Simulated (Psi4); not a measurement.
# WOF4 (SMILES O=[W](F)(F)(F)F) at 3 levels

Wanted: a comparison of 3 runs (HSE06/def2-SVP, TPSSh/def2-SVP, wB97X-V/def2-SVP) of WOF4. 

The results are computed with Psi4 1.11.

6 further runs of the same task are left out: 6 that didn't finish.

### 1 The structure to begin with

The species is WOF4 (6 atoms), meant as a singlet with charge 0. SMILES: `O=[W](F)(F)(F)F`. The shape is that of a PBE0-D4/def2-TZVP optimisation.

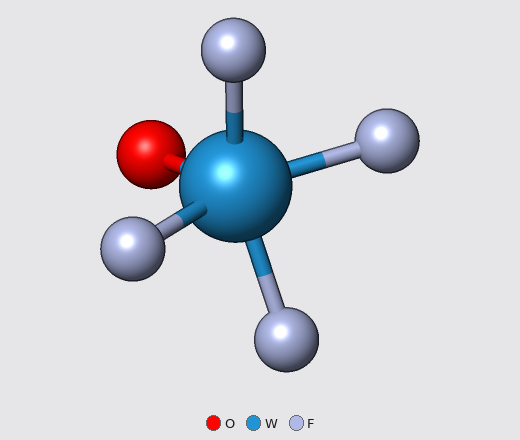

Viewed from a chosen angle; oxygen red, tungsten blue, fluorine light blue.

### 2 Energy and gradient at HSE06/def2-SVP (core potential) (run 1)

input.json

```json
{
 "schema_name": "qcschema_input",
 "schema_version": 1,
 "molecule": {
  "schema_name": "qcschema_molecule",
  "schema_version": 2,
  "symbols": ["O", "W", "F", "F", "F", "F"],
  "geometry": [-3.07787253, -0.46663007, -0.89040116, -0.07704413, -0.01167851, -0.02227987, -0.23383471, 2.2059151, 2.67005073, 1.01041766, 2.7219993, -1.90255737, 1.81158595, -1.96673246, -2.21360629, 0.56672886, -2.48289226, 2.35883174],
  "molecular_charge": 0,
  "molecular_multiplicity": 1,
  "fix_symmetry": "c1",
  "fix_com": true,
  "fix_orientation": true
 },
 "driver": "gradient",
 "model": {
  "method": "hse06",
  "basis": "def2-SVP"
 },
 "keywords": {
  "reference": "rks",
  "puream": true,
  "e_convergence": 1e-09,
  "d_convergence": 1e-08,
  "scf_type": "pk",
  "dft_radial_points": 99,
  "dft_spherical_points": 590,
  "scf_properties": ["MULLIKEN_CHARGES", "QUADRUPOLE", "DIPOLE"]
 }
}
```

Run with:

```sh
$ psi4 --qcschema input.json -n 1 --memory 2200MB
```

stdout:

```text
[...]
    !!!  WARNING: ECP capability is in beta. Please check occupations closely.  !!!
[...]
  Running in c1 symmetry.
[...]
  Nuclear repulsion =  326.344038974300247
[...]
  Multiplicity = 1
[...]
  Nalpha       = 29
  Nbeta        = 29
[...]
    Number of basis functions: 102
[...]
   @RKS iter   1:  -540.42947589421158   -3.71190e-01   1.29816e-02 DIIS/ADIIS
[...]
   @RKS iter  13:  -541.14384263563329   -1.28466e-11   6.98942e-09 DIIS
[...]
  @RKS Final Energy:  -541.14384263563329
   => Energetics <=
    Nuclear Repulsion Energy =            326.3440389743002470
    One-Electron Energy =               -1422.4640327182635247
    Two-Electron Energy =                 599.6391977496988375
    DFT Exchange-Correlation Energy =     -44.6630466413689433
    Empirical Dispersion Energy =           0.0000000000000000
    VV10 Nonlocal Energy =                  0.0000000000000000
    Total Energy =                       -541.1438426356334048
[...]
  -Total Gradient:
     Atom            X                  Y                   Z
    ------   -----------------  -----------------  -----------------
       1        0.002441933574     0.000370051644     0.000706335707
       2        0.002417300054     0.000371373097     0.000703157099
       3        0.000444964803    -0.003415614773    -0.004209881300
       4       -0.001499383457    -0.004301977899     0.002969551872
       5       -0.002774640721     0.003058325259     0.003531515179
       6       -0.000836296855     0.003947226527    -0.003644581049
[...]
```

The result, in JSON:

```text
{
 "driver": "gradient",
 "model": {
  "method": "hse06",
  "basis": "def2-SVP"
 },
 "success": true,
 "return_result": [0.002441933574030719, 0.0003700516443543439, 0.0007063357067989551, 0.0024173000535624434, 0.0003713730974126486, 0.0007031570985362792, 0.0004449648027008476, -0.0034156147725395436, -0.004209881299969465, -0.0014993834565119601, -0.004301977898998444, 0.0029695518718824837, -0.002774640721001073, 0.0030583252587904064, 0.0035315151785376697, -0.0008362968551426306, 0.003947226526805264, -0.003644581048852069],
 "properties": {
  "calcinfo_nbasis": 102,
  "calcinfo_nmo": 102,
  "calcinfo_nalpha": 29,
  "calcinfo_nbeta": 29,
  "calcinfo_natom": 6,
  "nuclear_repulsion_energy": 326.34403897430025,
  "return_energy": -541.1438426356333,
  "return_gradient": [0.002441933574030719, 0.0003700516443543439, 0.0007063357067989551, 0.0024173000535624434, 0.0003713730974126486, 0.0007031570985362792, 0.0004449648027008476, -0.0034156147725395436, -0.004209881299969465, -0.0014993834565119601, -0.004301977898998444, 0.0029695518718824837, -0.002774640721001073, 0.0030583252587904064, 0.0035315151785376697, -0.0008362968551426306, 0.003947226526805264, -0.003644581048852069],
  "scf_one_electron_energy": -1422.4640327182635,
  "scf_two_electron_energy": 599.6391977496988,
  "scf_xc_energy": -44.66304664136894,
  "scf_dipole_moment": [0.1476284831464727, 0.02240311618906743, 0.04271987068029026],
  "scf_total_energy": -541.1438426356333,
  "scf_total_gradient": [0.002441933574030719, 0.0003700516443543439, 0.0007063357067989551, 0.0024173000535624434, 0.0003713730974126486, 0.0007031570985362792, 0.0004449648027008476, -0.0034156147725395436, -0.004209881299969465, -0.0014993834565119601, -0.004301977898998444, 0.0029695518718824837, -0.002774640721001073, 0.0030583252587904064, 0.0035315151785376697, -0.0008362968551426306, 0.003947226526805264, -0.003644581048852069],
  "scf_iterations": 13
 }
}
```

It took 2.1 min on 1 thread of Intel Xeon at 2.50GHz (Skylake/Cascade Lake), shared host; peak memory 1.3 GiB.

### 3 Energy and gradient at TPSSh/def2-SVP (core potential) (run 2)

run.py

```python
import psi4

psi4.set_memory('2200 MB')
psi4.set_num_threads(1)
psi4.set_output_file('psi4.out', False)

geom = psi4.geometry("""
O     -1.628740    -0.246930    -0.471180
W     -0.040770    -0.006180    -0.011790
F     -0.123740     1.167320     1.412930
F      0.534690     1.440420    -1.006790
F      0.958650    -1.040750    -1.171390
F      0.299900    -1.313890     1.248240
symmetry c1
no_reorient
no_com
""")

options = {'basis': 'def2-SVP', 'puream': True, 'e_convergence': 1e-09, 'd_convergence': 1e-08, 'scf_type': 'pk', 'dft_radial_points': 99, 'dft_spherical_points': 590}
psi4.set_options(options)

e, wfn = psi4.gradient("tpssh", return_wfn=True)
print('gradient / Eh bohr^-1')
print(e.np.round(6))
print(f'energy = {wfn.energy():.10f} Eh')
```

Run with:

```sh
$ python run.py
```

psi4.out:

```text
[...]
    !!!  WARNING: ECP capability is in beta. Please check occupations closely.  !!!
[...]
  Running in c1 symmetry.
[...]
  Nuclear repulsion =  326.344038875797992
[...]
  Multiplicity = 1
[...]
  Nalpha       = 29
  Nbeta        = 29
[...]
    Number of basis functions: 102
[...]
   @RKS iter   1:  -540.76414535803735   -2.98906e-01   1.37062e-02 ADIIS/DIIS
[...]
   @RKS iter  14:  -541.55655836862968   -1.88720e-11   7.10708e-09 DIIS
[...]
  @RKS Final Energy:  -541.55655836862968
   => Energetics <=
    Nuclear Repulsion Energy =            326.3440388757979918
    One-Electron Energy =               -1422.6713732050523049
    Two-Electron Energy =                 607.2444613628661045
    DFT Exchange-Correlation Energy =     -52.4736854022413652
    Empirical Dispersion Energy =           0.0000000000000000
    VV10 Nonlocal Energy =                  0.0000000000000000
    Total Energy =                       -541.5565583686296804
[...]
  -Total Gradient:
     Atom            X                  Y                   Z
    ------   -----------------  -----------------  -----------------
       1        0.019700435077     0.002986588063     0.005699113026
       2       -0.010062374059    -0.001520720418    -0.002907160408
       3        0.000905229118    -0.006905227559    -0.008431845478
       4       -0.003015783710    -0.008618552443     0.006016081856
       5       -0.005566550028     0.006194488467     0.007078966180
       6       -0.001650277898     0.007910516936    -0.007365268999
[...]
```

Standard output:

```text
gradient / Eh bohr^-1
[[ 0.0197    0.002987  0.005699]
 [-0.010062 -0.001521 -0.002907]
 [ 0.000905 -0.006905 -0.008432]
 [-0.003016 -0.008619  0.006016]
 [-0.005567  0.006194  0.007079]
 [-0.00165   0.007911 -0.007365]]
energy = -541.5565583686 Eh
```

Wall time 2.7 min (1 thread of Intel Xeon at 2.50GHz (Skylake/Cascade Lake), shared host); peak memory 1 GiB.

### 4 The energy at wB97X-V/def2-SVP (core potential) (run 3)

f4ow.xyz

```xyz
6
F4OW
O     -1.628740    -0.246930    -0.471180
W     -0.040770    -0.006180    -0.011790
F     -0.123740     1.167320     1.412930
F      0.534690     1.440420    -1.006790
F      0.958650    -1.040750    -1.171390
F      0.299900    -1.313890     1.248240
```

calc.py

```python
import psi4

psi4.set_memory('2200 MB')
psi4.set_num_threads(1)
psi4.set_output_file('psi4.out', False)

with open('f4ow.xyz') as f:
    atoms = ''.join(f.readlines()[2:])
geom = psi4.geometry('0 1\n' + atoms + 'symmetry c1')

psi4.set_options({
    'basis': 'def2-SVP',
    'puream': True,
    'e_convergence': 1e-09,
    'd_convergence': 1e-08,
    'scf_type': 'pk',
    'dft_radial_points': 99,
    'dft_spherical_points': 590,
})

energy_value, wavefunction = psi4.energy('wb97x-v', return_wfn=True)
print('E =', round(energy_value, 9))
for k, v in sorted(psi4.core.scalar_variables().items()):
    print(f'{k:45s} {v:18.10f}')
```

Run with:

```sh
$ python calc.py
```

psi4.out:

```text
[...]
    !!!  WARNING: ECP capability is in beta. Please check occupations closely.  !!!
[...]
  Running in c1 symmetry.
[...]
  Nuclear repulsion =  326.344038875797992
[...]
  Multiplicity = 1
[...]
  Nalpha       = 29
  Nbeta        = 29
[...]
    Number of basis functions: 102
[...]
   @RKS iter   1:  -540.67145900888772   -8.58548e-01   1.26028e-02 ADIIS/DIIS
[...]
   @RKS iter  15:  -541.36646606412387   -5.00222e-12   1.88783e-09 DIIS
[...]
  @RKS Final Energy:  -541.36646606412387
   => Energetics <=
    Nuclear Repulsion Energy =            326.3440388757979918
    One-Electron Energy =               -1422.1367141550945234
    Two-Electron Energy =                 595.2744848037043539
    DFT Exchange-Correlation Energy =     -41.0788724483012260
    Empirical Dispersion Energy =           0.0000000000000000
    VV10 Nonlocal Energy =                  0.2305968597693676
    Total Energy =                       -541.3664660641239834
[...]
 Multipole Moments:
 ------------------------------------------------------------------------------------
     Multipole            Electronic (a.u.)      Nuclear  (a.u.)        Total (a.u.)
 ------------------------------------------------------------------------------------
 L = 1.  Multiply by 2.5417464519 to convert [e a0] to [Debye]
 Dipole X            :         -3.2679171            3.4207157            0.1527986
 Dipole Y            :         -0.4952790            0.5184683            0.0231893
 Dipole Z            :         -0.9453353            0.9895526            0.0442173
 Magnitude           :                                                    0.1607493
[...]
```

On the terminal:

```text
E = -541.366466064
CURRENT ENERGY                                   -541.3664660641
CURRENT REFERENCE ENERGY                         -541.3664660641
DD SOLVATION ENERGY                                 0.0000000000
DFT FUNCTIONAL TOTAL ENERGY                      -541.3664660641
DFT TOTAL ENERGY                                 -541.3664660641
DFT VV10 ENERGY                                     0.2305968598
DFT XC ENERGY                                     -41.0788724483
GRID ELECTRONS ALPHA                               28.9999988801
GRID ELECTRONS BETA                                28.9999988801
GRID ELECTRONS TOTAL                               57.9999977602
NUCLEAR REPULSION ENERGY                          326.3440388758
ONE-ELECTRON ENERGY                             -1422.1367141551
PCM POLARIZATION ENERGY                             0.0000000000
PE ENERGY                                           0.0000000000
SCF ITERATION ENERGY                             -541.3664660641
SCF ITERATIONS                                     15.0000000000
SCF TOTAL ENERGY                                 -541.3664660641
TWO-ELECTRON ENERGY                               595.2744848037
XC GRID RADIAL POINTS                              99.0000000000
XC GRID SPHERICAL POINTS                          590.0000000000
XC GRID TOTAL POINTS                           337905.0000000000
```

Wall time 3.8 min (1 thread of Intel Xeon at 2.50GHz (Skylake/Cascade Lake), shared host); peak memory 1.3 GiB.

### 5 Overview of the runs

| run | level | task | energy (Eh) | dipole moment (D) | HOMO energy (eV) | LUMO energy (eV) | wall time |
| --- | --- | --- | --- | --- | --- | --- | --- |
| 1 | HSE06/def2-SVP (core potential) | gradient | -541.143843 | 0.39 | -11.28 | -4.53 | 2.1 min |
| 2 | TPSSh/def2-SVP (core potential) | gradient | -541.556558 | 0.46 | -10.65 | -4.48 | 2.7 min |
| 3 | wB97X-V/def2-SVP (core potential) | energy | -541.366466 | 0.41 | -14.12 | -1.79 | 3.8 min |

### 6 Outcome

```
            quantity          value
 run 3: total energy  -541.36647 Eh
run 3: dipole moment         0.41 D
  run 3: HOMO energy      -14.12 eV
  run 3: LUMO energy       -1.79 eV
run 3: HOMO–LUMO gap       12.34 eV
```

In words: The dipole moment (its size) runs from 0.39 D (HSE06/def2-SVP) to 0.46 D (TPSSh/def2-SVP). The HOMO–LUMO gap runs from 6.17 eV (TPSSh/def2-SVP) to 12.34 eV (wB97X-V/def2-SVP). Totals of different functionals can't be ranked against each other. All runs together took 8.6 min, the longest 3.8 min.
